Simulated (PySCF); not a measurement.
**C$_{6}$H$_{5}$FSi (SMILES C#CC1=C(F)C=C[SiH2]1): density, localisation and related maps**

```xyz
13

C     3.2124    0.0932    0.1078
C     2.0099    0.1083    0.0574
C     0.6165    0.0830    0.0076
C    -0.1739    1.1495   -0.2313
F     0.2935    2.3945   -0.4559
C    -1.6073    0.9516   -0.2502
C    -2.0178   -0.3033   -0.0225
Si   -0.5220   -1.4186    0.2545
H     4.2602    0.0993    0.1483
H    -2.2498    1.7981   -0.4415
H    -3.0605   -0.5702   -0.0128
H    -0.4312   -1.9597    1.6091
H    -0.3343   -2.4251   -0.7883
```

Geometry: GFN2-xTB.

All numbers below come from PBE0/pcSseg-1, SCF density, gas phase, non-relativistic (PySCF 2.14.0).

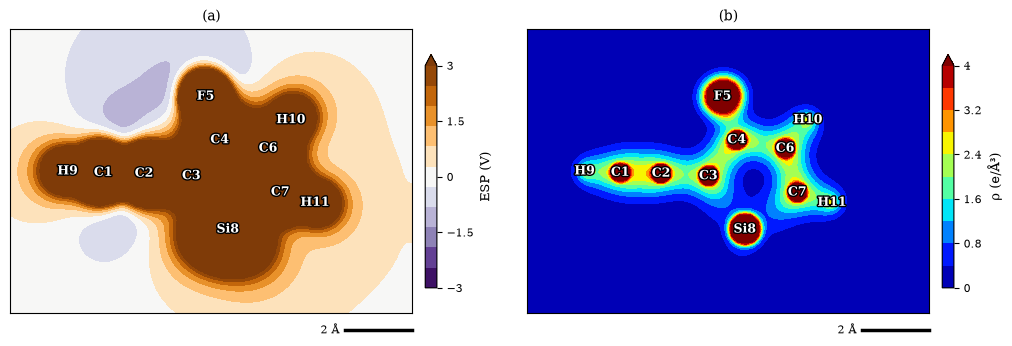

Figure 1. (a) electrostatic potential; (b) total electron density on the plane of atoms C7, C6 and H10.

Interpret the plot.

Atoms in the plane: C, F, Si and H.
C–C (1.20 Å): the density is about 2.7 e/Å³ at the midpoint.
C–F (1.35 Å): ρ is about 2.3 e/Å³ halfway, with its minimum of 1.8 e/Å³ about 0.5 Å from C.
C–Si (1.89 Å): ρ is about 0.93 e/Å³ halfway.
C–H (1.05 Å): ρ at the midpoint is about 2.1 e/Å³.
C–C (1.34 Å): the density is about 2.2 e/Å³ at the midpoint.
Outside the dense part of the molecule the potential is most negative (−1.1 V) near C1.

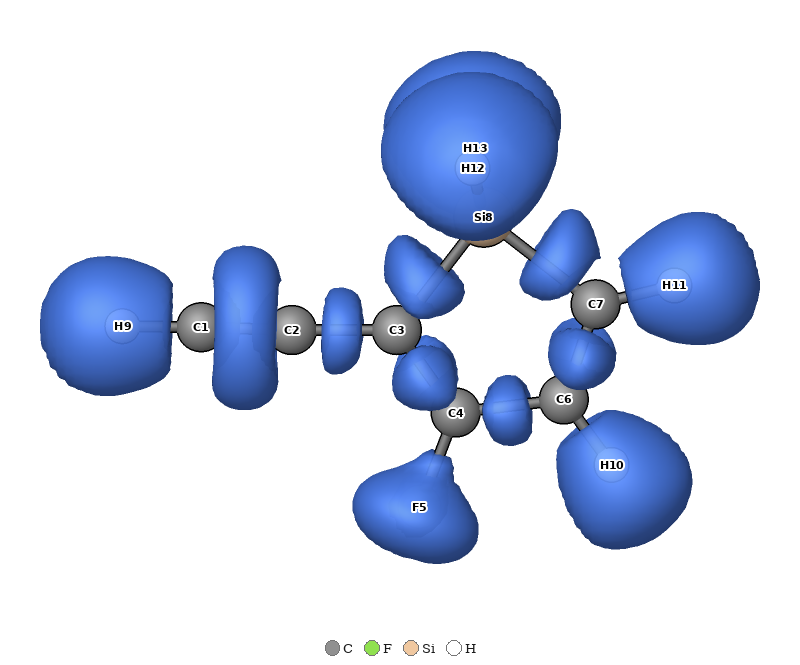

Figure 2. Isosurface of the electron localisation function at 0.75 (blue), seen across its widest extent. Core shells and regions of very low density are left out.

Where are the electrons localised?

The surface consists of five regions between bonded C–C atoms (shared pairs), two regions between bonded C–Si atoms (shared pairs), five regions around hydrogen nuclei and one region on F in which the atom's valence shell and bonds are merged. Along the contacts the grid gives the following. C–C (1.20 Å): the ELF peaks at about 0.85 between the atoms; a multiple bond. C–F (1.35 Å): the ELF peaks at about 0.85 between the atoms: a shared but strongly polarised pair.

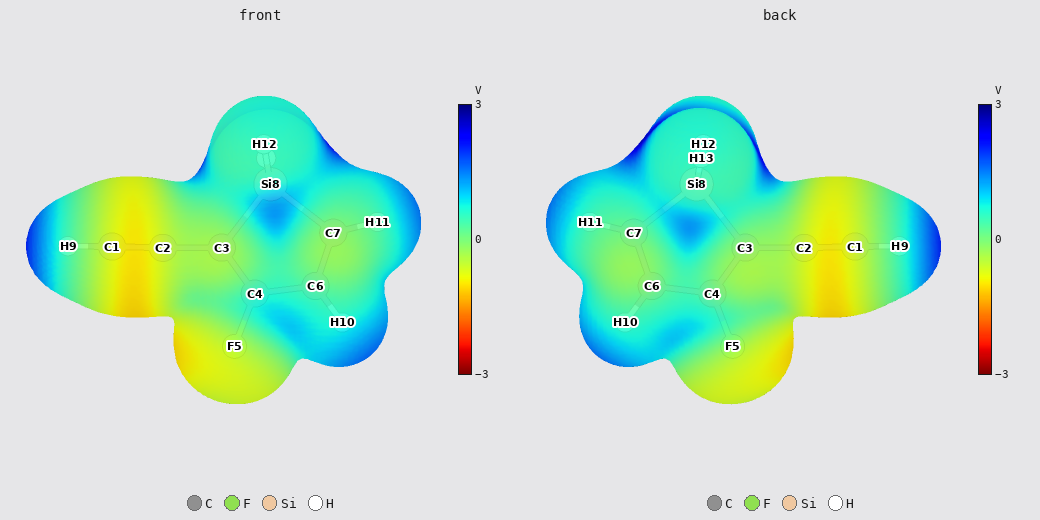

Figure 3. The electrostatic potential painted on the density surface at 0.004 e/bohr³, seen from the front and from behind; red is negative and blue positive.

Describe the electrostatic potential map.

The most negative region (about −1.1 V) lies over C1, C2 and F5, the most positive (about +2.5 V) over Si8.

What dipole moment does the calculation give?

Its dipole moment is 2.16 D.
